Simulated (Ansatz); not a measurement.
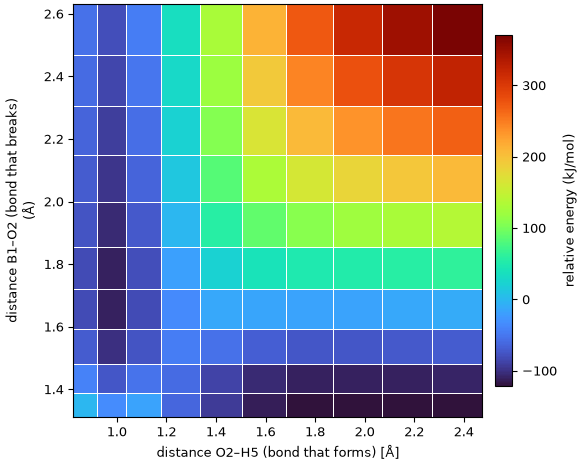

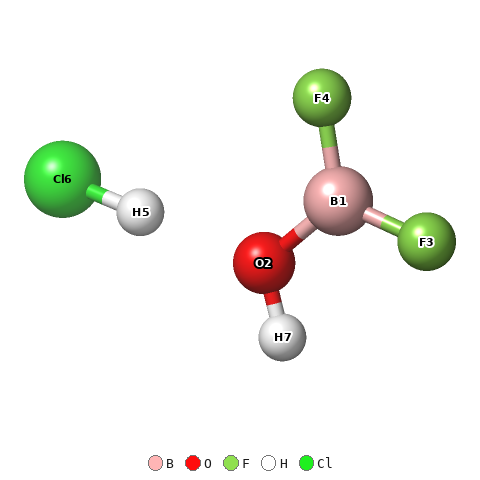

Energy landscape of the reacting system BClF2H2O (fragments BF₂HO + ClH where the first distance is long, BClF₂ + H₂O where the second is long). Coordinates scanned: (1) distance O2–H5 (bond that forms); (2) distance B1–O2 (bond that breaks). Relaxed at each point: all other coordinates. The scan uses a 10 × 10 grid. Points are written as (first, second). All energies are given in kJ/mol relative to a guessed transition structure relaxed with its forming and breaking bonds held. Energies and slopes of some neighbouring points disagree (a jump in structure or state, or too coarse a mesh). The reference is spin-restricted, so regions where a bond is pulled apart into radicals lie too high. These are results of Ansatz, RKS PBE0-D4/def2-SVP, not measurements.

Drawn: one coloured cell a grid point. The second picture is the structure at the lowest point.

**What does the map say about the system?**

The lowest grid point is at (1.969 Å, 1.350 Å), −121 kJ/mol from a guessed transition structure relaxed with its forming and breaking bonds held. It lies on the edge of the grid, but the force there points inwards, so the minimum lies inside the range. Other grid points that lie below all their neighbours: (0.969 Å, 1.654 Å) (10 kJ/mol higher). The highest grid point, (2.373 Å, 2.550 Å), lies 492 kJ/mol above the lowest.

The whole map (100 points run) took 37 min on 1 thread of Arm Neoverse V1, with other jobs on the host.
